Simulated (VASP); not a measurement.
Band structure of BP (zinc blende). All values below come from AM05 GGA, VASP's PBE PAW potentials (set 64) (plane waves; VASP).

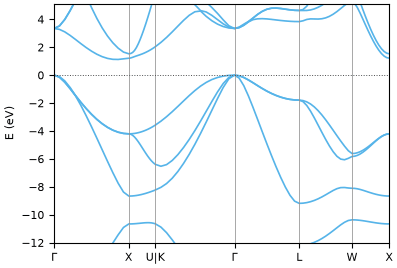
Figure. Bands along high-symmetry lines, zero at the valence-band maximum or, without a gap, the Fermi level

**Question.** Read the plot: is there a gap, and where are the band edges?

**Answer.** The gap is indirect, 1.12 eV, from the valence maximum at Γ to the conduction minimum at Γ-X at 0.86. (Edges off the drawn lines would not show.)

The compound is BP in the zinc blende structure. It was relaxed first.
